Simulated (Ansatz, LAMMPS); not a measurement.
# Electronic structure of Li+ triflate in gamma-butyrolactone and sulfolane and fluoroethylene carbonate at 330 K (233 atoms), part 2 of 2

What does DFT give for Li+ triflate in gamma-butyrolactone and sulfolane and fluoroethylene carbonate at 330 K (233 atoms) as built?

Ansatz 0.2.0; Kohn-Sham DFT, LDA, PAW (set soft_2), plane waves.

The cell: 45 O, 9 S, 65 C, 101 H, 11 F and 2 Li. The network of contacts between molecules at the start is that of the classical potential that made the cell. The functional has no dispersion term. The density was typed from a rule of thumb and may lie off the real one at this temperature. Only the Γ point is sampled, in a cell whose shortest periodic width is 14 Å.

So far. Step 3 (Plane-wave single point): About 25 of the 768 electrons lie in deeper levels, below the stored range.

## (4) Distances and neighbours

Bonds and neighbours are counted at the geometry of the runs.

Density 1.34 g/cm³, 11.28 Å³ an atom.

Pair distribution functions g(r), in bins of 0.2 Å:

```tsv
r (Å)	total	H-H	H-C	H-O	H-F	H-S	H-Li
1.00	1.83	0.00	7.60	0.00	0.00	0.00	0.00
1.20	1.68	0.00	5.90	0.00	0.00	0.00	0.00
1.40	1.48	0.00	0.00	0.00	0.00	0.00	0.00
1.60	0.43	0.15	0.00	0.00	0.00	0.00	0.00
1.80	0.73	2.80	0.00	0.00	0.00	0.00	0.00
2.00	0.48	0.16	0.71	0.99	1.17	0.00	0.00
2.20	1.72	0.73	4.37	0.49	0.56	1.36	0.00
2.40	1.03	1.87	0.00	0.67	0.67	4.25	0.00
2.60	1.11	1.71	0.30	1.52	1.69	0.18	0.00
2.80	0.77	1.00	0.73	1.55	1.19	0.42	0.62
3.00	0.82	1.26	0.82	1.19	0.64	1.15	0.00
3.20	0.83	0.54	0.96	1.27	1.01	0.80	0.50
3.40	0.96	0.53	1.19	1.19	0.64	1.40	1.34
3.60	0.80	0.54	0.74	0.93	0.80	2.66	2.00
3.80	0.89	1.12	0.78	0.81	0.86	0.88	0.72
4.00	0.91	0.94	0.73	1.06	1.29	0.66	0.98
4.20	1.00	1.01	0.79	1.03	1.23	1.31	0.88
4.40	0.96	0.89	0.88	1.27	0.97	0.65	1.62
4.60	0.93	0.79	0.93	0.97	1.06	0.66	1.21
4.80	0.98	0.89	0.96	0.96	1.27	0.94	1.13
5.00	0.97	1.15	1.01	0.84	0.94	0.73	1.22
5.20	1.07	1.03	0.96	1.15	0.76	0.85	1.53
5.40	1.10	0.99	1.03	1.09	0.97	1.19	1.42
5.60	1.07	0.98	0.99	0.95	1.04	0.91	1.16
5.80	1.14	1.05	1.19	0.96	1.29	1.14	1.23
6.00	1.04	1.02	1.16	0.87	0.93	1.06	1.01
6.20	1.08	1.02	1.12	1.10	1.25	0.93	1.21
6.40	1.04	1.07	1.10	0.98	1.06	1.17	1.14
```

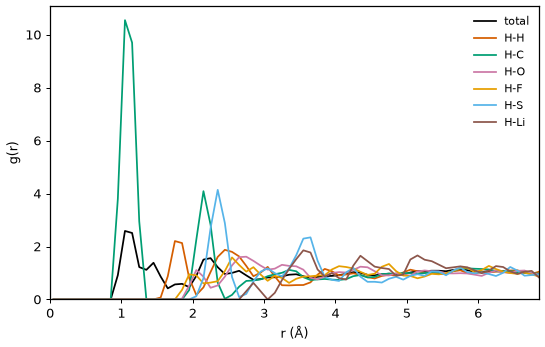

Pair distribution functions, lightly smoothed.

Bonds by pair of elements; cutoffs follow the first minimum of g(r), held within bounds set by covalent radii, and pairs that aren't listed don't count as bonded:

```tsv
pair A-B	cutoff (Å)	bonds	mean length (Å)	spread (Å)	shortest (Å)	B about A	A about B
H-C	1.34	101	1.09	0.03	1.00	1	1.55
C-C	1.85	41	1.51	0.036	1.44	1.26	1.26
C-O	1.73	40	1.35	0.086	1.19	0.615	0.889
C-F	1.62	11	1.36	0.019	1.33	0.169	1
C-S	2.21	16	1.78	0.037	1.71	0.246	1.78
O-S	1.88	20	1.45	0.023	1.40	0.444	2.22
O-Li	2.58	9	2.02	0.097	1.89	0.2	4.5
```

How many atoms have how many bonded neighbours:

```tsv
element	mean	1	2	3	4	5
C	3.85	0	0	10	55	0
F	1	11	0	0	0	0
H	1	101	0	0	0	0
Li	4.5	0	0	0	1	1
O	1.53	21	24	0	0	0
S	4	0	0	0	9	0
```

Bond angles, per cent of each kind in bins of 5°:

```tsv
angle (°)	C-C-H	H-C-H	C-S-O	H-C-S	H-C-O
95–100	0.0	2.1	0.0	10.7	0.0
100–105	6.0	8.3	17.6	10.7	8.0
105–110	33.6	35.4	64.7	46.4	44.0
110–115	45.6	43.8	17.6	25.0	36.0
115–120	14.1	10.4	0.0	7.1	8.0
120–125	0.7	0.0	0.0	0.0	4.0
```

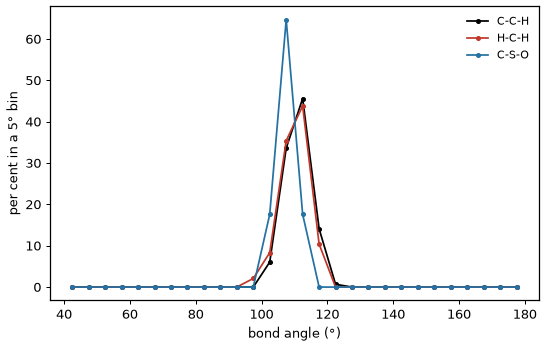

Distributions of the most common bond angles.

Bond angles (no mean is given where the spread exceeds 20°):

```tsv
angle	count	mean (°)	spread (°)
C-C-H	149	111	3.7
H-C-H	48	110	4.2
C-S-O	34	108	2.5
H-C-S	28	108	5
H-C-O	25	110	4.7
```

Bond length by coordination (bonds to H left out):

```tsv
element	coordination	atoms	mean bond length (Å)
C	3	10	1.34
C	4	55	1.53
Li	4	1	1.98
Li	5	1	2.05
O	1	21	1.38
O	2	24	1.50
```

Rings of the network by King's shortest-path rule, up to 12 atoms, one path for each pair of neighbours; H, halogens, alkali and alkaline-earth atoms are left out, and the last column divides by all other atoms, bonded or not:

```tsv
ring size (atoms)	rings	per network atom
5	17	0.143
```

Counting bonds as in the table, 85 % of C atoms have 4, all F atoms have 1, all H atoms have 1 and 50 % of Li atoms have 4 and as many 5 bonded neighbours. The C-C-H angle averages 111° with a spread of 4°. All rings counted have 5 atoms.

Local excerpt of 8 atoms (numbers count through the whole input) about S92, which bears the longest force; x, y, z are measured from there.

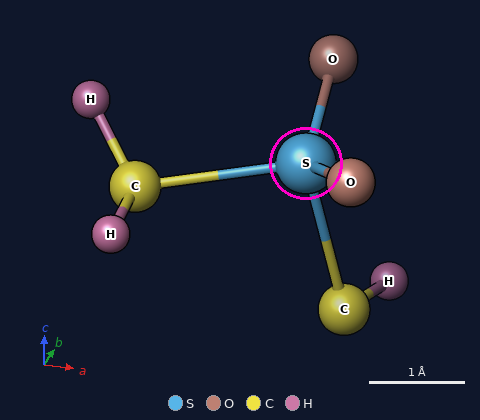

The atoms of the table, within 2.4 Å (arrows a, b, c point along x, y, z); some may hide others; the central atom is ringed.

```tsv
atom	x	y	z	distance (Å)	bonds	Löwdin charge (e)	Fx	Fy	Fz (eV/Å)
S92	0.00	0.00	0.00	0.00	4	2.08	0.21	-4.48	-3.05
O91	-0.08	1.25	0.63	1.40	1	-0.74	0.38	2.72	2.17
O93	0.82	-1.14	0.43	1.47	1	-0.74	-0.60	1.45	0.54
C94	-1.70	-0.59	-0.26	1.82	4	-0.49	1.44	-0.97	-1.90
C97	0.37	0.25	-1.77	1.82	4	-0.48	0.42	0.67	-0.45
H99	-2.30	-0.22	0.50	2.37	1	0.23	-1.24	0.57	2.04
H98	-1.63	-1.70	-0.29	2.38	1	0.22	-0.12	0.42	0.28
H105	0.54	1.35	-1.91	2.40	1	0.20	-0.68	-0.36	0.16
```

The column of bonds counts only the pairs H-C within 1.34 Å, C-C within 1.85 Å, C-O within 1.73 Å, C-F within 1.62 Å, C-S within 2.21 Å, O-S within 1.88 Å, O-Li within 2.58 Å; other neighbours, such as metal atoms beside each other in a compound, aren't counted, and periodic images can show an atom twice.

## (5) Results

```json
{
  "free energy per atom": "-254.4436 eV/atom",
  "pressure": "-0.3874 GPa",
  "r.m.s. force component": "1.026 eV/Å",
  "gap (highest filled to lowest empty level)": "3.659 eV",
  "wall time of the 1 DFT run": "59 s"
}
```

In words: Filled and empty levels are parted by 3.66 eV (at Γ alone); a local or semilocal functional tends to put such gaps too low. In a disordered cell it changes from sample to sample and from frame to frame. Counting bonds as in the table, 85 % of C atoms have 4, all F atoms have 1, all H atoms have 1 and 50 % of Li atoms have 4 and as many 5 bonded neighbours.

**Limits.** The force components of 1.0 eV/Å r.m.s. hold both thermal displacement and the mismatch between the potential that made the cell and DFT, above all in bond lengths inside molecules. The pressure of a single frame lacks the kinetic term.

[Logs are printed without paths, hosts, clocks, repeated set-up lines and the standing remarks that a program may print on its own settings, such as how far it seeks lower states.]

[Hosts, paths, dates, database ids (printed as entryN), source tags and the programs' standing remarks are cut or masked in the printed files.]
